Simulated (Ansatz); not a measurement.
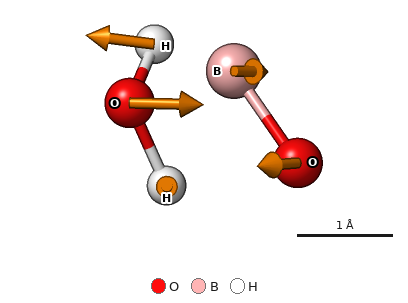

A relaxation of BH2O2 (multiplicity 2). The starting structure is drawn; orange arrows show the displacements, magnified 10 times. The two geometries are superimposed by the best rigid fit.

The picture is a ball-and-stick view, seen from a free direction.

It is one of the separated reactants of a reaction.

Computed with UKS PBE0-D4/def2-TZVP in Ansatz. Settings: force threshold 0.005 eV/Å; at most 200 steps.

Question: What happened in the run?

Answer: The largest move after the best rigid fit is that of an O atom, 0.080 Å. Largest moves by element: O 0.080 Å, H 0.074 Å, B 0.054 Å. Near-neighbour distances that change, for instance: B–O 1.835 → 1.768 Å, H–O 0.985 → 0.970 Å, B–O 1.234 → 1.223 Å. Among the angles between lasting bonds that change: H–O–H 105.4° → 108.8°. The energy falls by 0.028 eV in 9 geometry steps. The largest force component goes from 1 to 0.0031 eV/Å.
